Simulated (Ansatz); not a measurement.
Pulling on the O3–H4 bond in BH3O2 (SMILES OBO) (multiplicity 1 held, fragments rigid). Energies count from the point at 0.965 Å.
Geometry at that point (charge 0, multiplicity 1):
```tsv
atom	x (Å)	y (Å)	z (Å)
B	-0.3250	-0.2721	-0.2335
H	-1.1097	-0.9871	-0.7786
O	-0.2746	1.0316	-0.6053
H	0.3860	1.5368	-0.1152
O	0.5165	-0.7231	0.7449
H	0.4133	-1.6573	0.9449
```

R- and RO- levels are restricted; in cc, def2 and unpolarised 6-31G sets they are followed outwards from rest. Active spaces are followed from a long bond inwards. Curves can end on different states.

Cores are frozen in the correlated methods.

Codes used: Ansatz (a program for electronic structure) with Gaussian orbitals. 

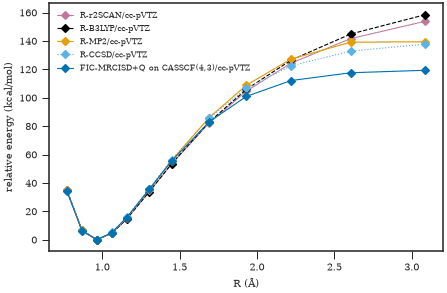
*Relative energy along the coordinate*

Doubts at one or more of the structures used: a restricted determinant that unrestricted orbitals would lower (R-r2SCAN/cc-pVTZ, R-B3LYP/cc-pVTZ, R-MP2/cc-pVTZ, R-CCSD/cc-pVTZ); other coupled-cluster roots lie near (R-CCSD/cc-pVTZ); active orbitals that take no part (FIC-MRCISD+Q on CASSCF(4,3)/cc-pVTZ).
